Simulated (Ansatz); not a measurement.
Start from HfO₂ (space group P2_1/c, No. 14).

```xyz
12
Lattice="5.1618 0.0000 0.0000 0.0000 5.2124 0.0000 -0.8982 0.0000 5.2771" Properties=species:S:1:pos:R:3 pbc="T T T"
Hf     1.2362     0.2235     1.0996
Hf     3.4766     2.8297     1.5389
Hf     3.0275     4.9888     4.1775
Hf     0.7871     2.3827     3.7381
O      0.0336     1.7129     1.8389
O      4.6792     4.3191     0.7997
O      4.2301     3.4995     3.4382
O     -0.4155     0.8933     4.4774
O      1.8905     3.9468     2.5153
O      2.8223     1.3407     0.1232
O      2.3732     1.2655     2.7617
O      1.4414     3.8717     5.1538
```

Cartesian axes are those of the cell as printed.

Structures relaxed with PBE in Ansatz (plane waves to 420 eV, PAW, without spin-orbit coupling), earlier PAW set.

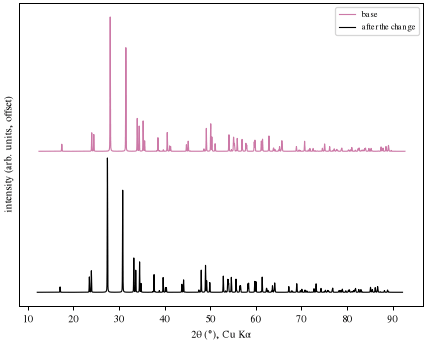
Simulated powder patterns before (top) and after one change

**Question.** Which of these changes matches the shifts?
A. isotropic strain +2.18 %
B. uniaxial strain ε_yy = −2.71 %
C. uniaxial stress, 2 GPa tension along x
D. uniaxial strain ε_xx = −1.30 %

**Answer.** A, isotropic strain +2.18 %. Its volume per atom is 12.62 Å³ against 11.83 Å³, and its space group is P2_1/c (No. 14).

Stability under load was not tested beyond the relaxation.

Ansatz is a first-principles code.
